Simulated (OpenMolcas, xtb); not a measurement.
# C2H5NSi (SMILES C[SiH2]C#N): the dipole moment, rung by rung

C2H5NSi has 9 atoms, charge 0, and is taken as a singlet. As SMILES, `C[SiH2]C#N`. The coordinates come from a PBE0-D4/def2-TZVP relaxation.

Quantity: the dipole moment, in D. The values are calculated.

```csv
level,kind,program,value (D),CPU time
GFN0-xTB,semi-empirical,xtb,5.12,under 2 s
HF/cc-pVDZ,Hartree–Fock,OpenMolcas,4.00,19 s
SVWN5/cc-pVDZ,LDA,OpenMolcas,3.80,52 s
BLYP/cc-pVDZ,GGA,OpenMolcas,3.67,55 s
r2SCAN/cc-pVDZ,meta-GGA,OpenMolcas,3.82,72 s
B3LYP/cc-pVDZ,global hybrid,OpenMolcas,3.77,42 s
PBE0/cc-pVDZ,global hybrid,OpenMolcas,3.82,40 s
```

The values span 3.67 to 5.12 D. Magnitudes only. Times are those of the runs behind each value, whatever else they computed, on shared processors of several kinds: orders of magnitude only.

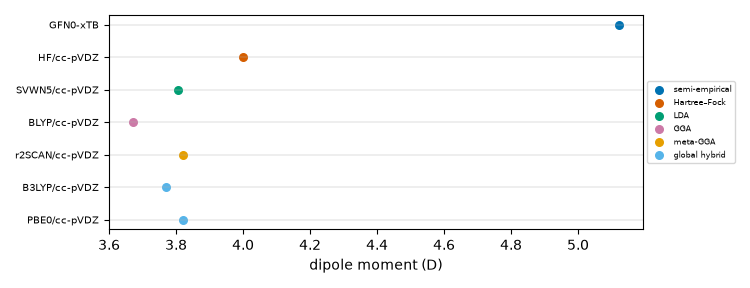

The values of the table, level by level.
